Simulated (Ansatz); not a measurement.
**C2H7BOS: density, localisation and related maps**

Input file:

```
crystal:
  periodic: [false, false, false]
  atoms:
    - { symbol: B, position_ang: [-1.2813, 0.4886, -0.4131] }
    - { symbol: C, position_ang: [0.1668, -0.0373, -0.4308] }
    - { symbol: C, position_ang: [0.5354, -0.5588, 0.9441] }
    - { symbol: O, position_ang: [0.3652, -1.0439, -1.3933] }
    - { symbol: S, position_ang: [1.2967, 1.3134, -0.9225] }
    - { symbol: H, position_ang: [-1.9852, 0.5204, 0.5572] }
    - { symbol: H, position_ang: [-1.7675, 0.9814, -1.4117] }
    - { symbol: H, position_ang: [0.5493, 0.264, 1.7133] }
    - { symbol: H, position_ang: [1.6132, -0.9302, 0.9742] }
    - { symbol: H, position_ang: [-0.1011, -1.3874, 1.2952] }
    - { symbol: H, position_ang: [-0.2946, -1.8143, -1.0871] }
    - { symbol: H, position_ang: [0.9801, 2.1488, 0.2084] }
basis:
  gaussian: { orbitals: "6-31G*" }
hamiltonian:
  xc: { name: BHLYP }
relax:
  f_tol: 0.02
  max_steps: 50
output:
  orbitals: {}
```

Launched as:

```sh
ansatz run input.yaml --threads 2 --pin off --max-ram 3072MiB --backend cpu --events-out ev --progress --plain --runs-dir out
```

The fields are those of the run's last geometry, not of the input's.

Computed with RKS BHLYP/6-31G* in Ansatz 0.2.0.

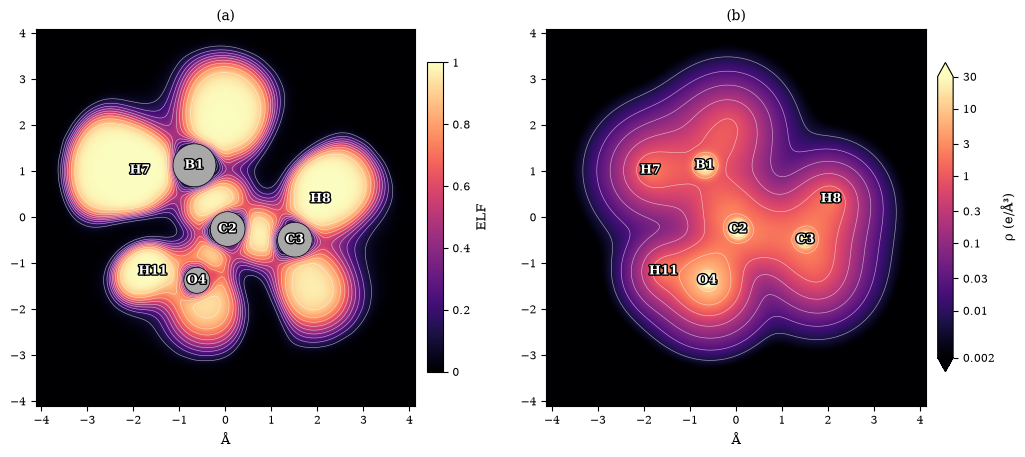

Figure 1. (a) ELF; (b) total electron density on the plane of atoms C2, O4 and H11. Grey discs cover the atomic cores in the ELF map.

Question: Interpret the plot.

Answer: The plane passes through B, C, O and H nuclei.
C–O (1.30 Å): ρ is about 2.7 e/Å³ halfway; the ELF peaks at about 0.90 between the atoms, as expected for a short, strongly polar bond.
C–C (1.48 Å): the density is about 1.9 e/Å³ at the midpoint; the ELF peaks at about 1 between the atoms (localised, covalent bonding).
C–B (1.57 Å): ρ is about 1.5 e/Å³ halfway; the ELF peaks at about 1 between the atoms (localised, covalent bonding).
O–H (0.97 Å): the density is about 3.8 e/Å³ at the midpoint; the ELF climbs to about 1 towards the hydrogen, as it does in any bond to H: an ordinary covalent bond to hydrogen.
C–H (1.08 Å): ρ at the midpoint is about 2 e/Å³; the ELF climbs to about 1 towards the hydrogen (a covalent bond by its length).
The ELF also peaks beside O4, away from the bonds: lone-pair regions.

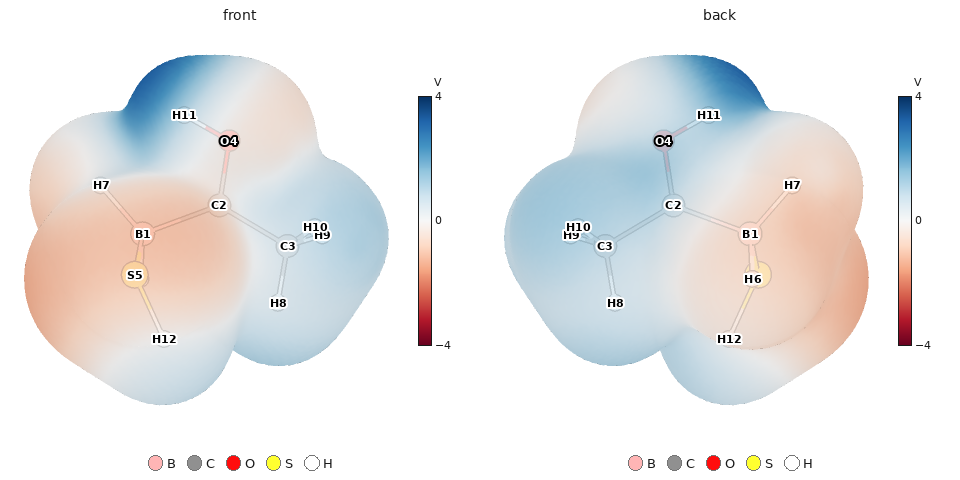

Figure 2. The molecular electrostatic potential painted on the density surface at 0.002 e/bohr³, seen from the front and from behind; red is negative and blue positive.

Question: Which sites attract a positive test charge, and which a negative one?

Answer: A positive charge is drawn to the negative regions and a negative charge to the positive ones. The most negative region (about −1.4 V) lies over S5, the most positive (about +3.2 V) over H11.

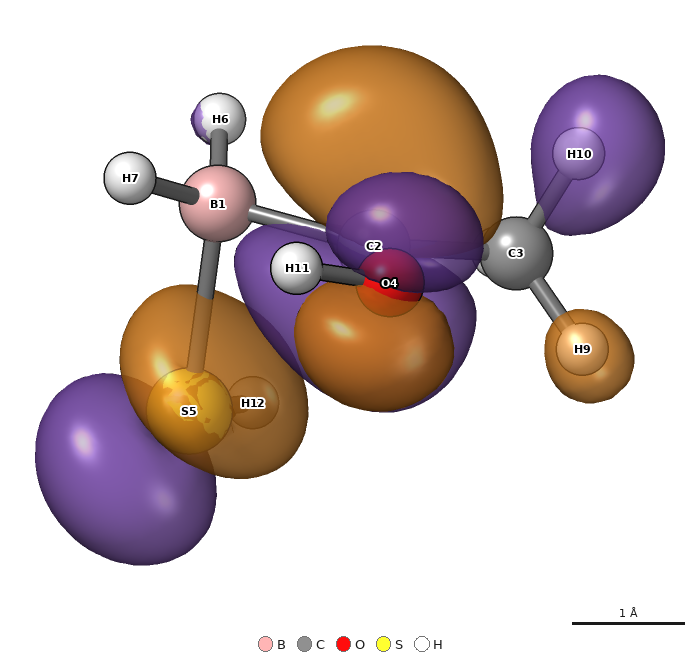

Figure 3. The LUMO at ±0.1 Å⁻³ᐟ² (orange and purple are the two phases), seen from one side.

Question: What is the character of this orbital?

Answer: Its weight (Hirshfeld) is mainly on C2 (about 45 %), S5 (about 20 %), O4 (about 15 %), C3 (about 5 %) and B1 (about 5 %). Its energy is −0.41 eV.

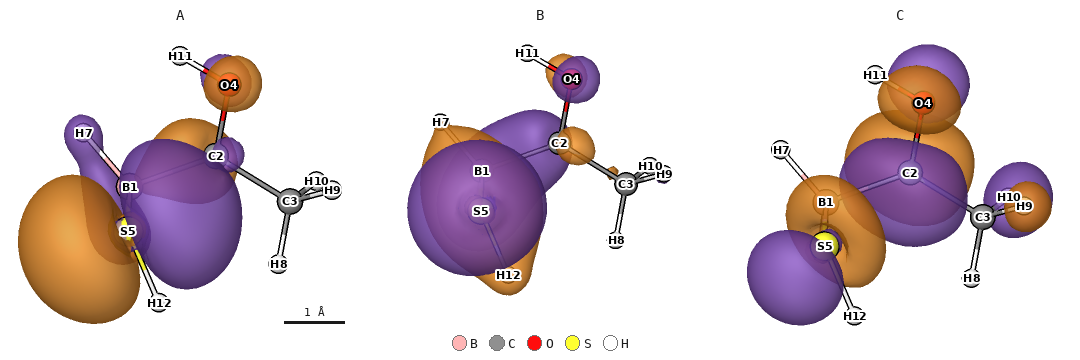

Figure 4. Three frontier orbitals at ±0.1 Å⁻³ᐟ² (orange and purple are the two phases), in no order.

Question: Order the three orbitals by energy and name them.

Answer: B is the HOMO−1 (−9.07 eV). By Hirshfeld shares it lies mainly on S5 (about 60 %), B1 (about 20 %), H6 (about 5 %) and C2 (about 5 %). A is the HOMO (−7.61 eV). By Hirshfeld shares it lies mainly on S5 (about 75 %), C2 (about 5 %) and B1 (about 5 %); largely a lone pair of S5. C is the LUMO (−0.41 eV). Its weight (Hirshfeld) is mainly on C2 (about 45 %), S5 (about 20 %), O4 (about 15 %), C3 (about 5 %) and B1 (about 5 %).

Question: What is the HOMO–LUMO gap?

Answer: 7.20 eV between the orbital energies.
